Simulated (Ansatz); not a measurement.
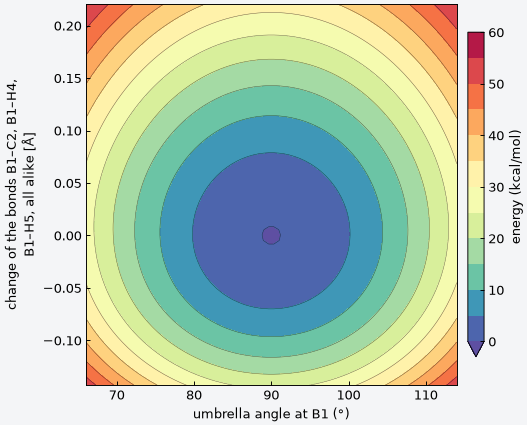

CH₃BF, SMILES B[CH]F, spin multiplicity 2. First axis: umbrella angle at B1 (between each of its bonds and their common axis; 90 is planar). Second axis: change of the bonds B1–C2, B1–H4, B1–H5, all alike. Nothing is relaxed (all other coordinates rigid). The scan uses a 13 × 13 grid; 91 points were computed and 78 follow by symmetry. Points are written as (first, second). Energies: kcal/mol, counted from the lowest grid point. Level of theory: Ansatz 0.2.0, UKS PBE0-D4/def2-TZVP.

The picture shows filled contours. Between grid points the surface is interpolated.

The lowest grid point is at (90°, 0.009 Å). It is the only kind of minimum in the scanned range. The highest grid point, (66°, 0.221 Å), lies 55.2 kcal/mol above the lowest. Round the minimum the two coordinates are nearly uncoupled.

The level of theory is changed to UHF-MP2, frozen core/def2-TZVP (Ansatz); with it change the reference geometry, relaxed at the new level; the new grid has 15 × 15 points, laid about the new relaxed structure.

Q: What will the new map look like?

A: The lowest place stays at about (90°, 0.000 Å). The curvature at the minimum changes by less than a tenth (about 15) eV/rad² along the first coordinate and by less than a tenth (about 83) eV/Å² along the second coordinate.

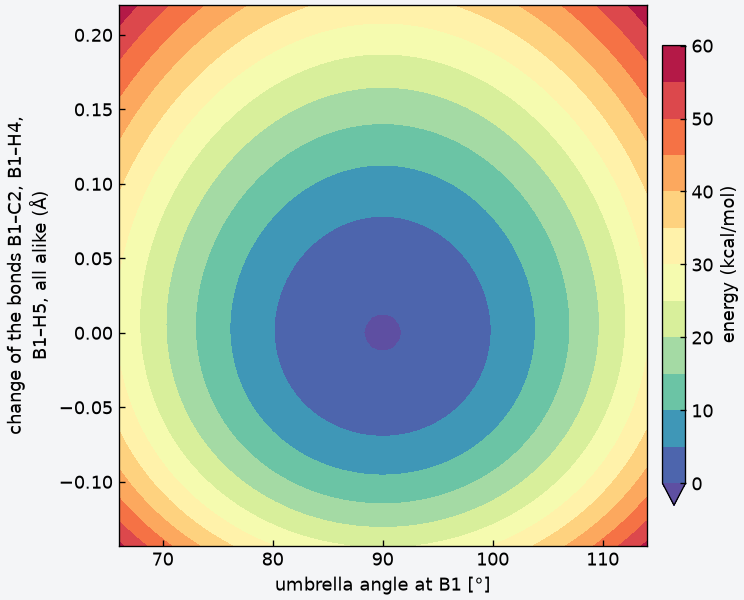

The map after the change, on a colour scale of its own. The picture shows filled contours. Between grid points the surface is interpolated.
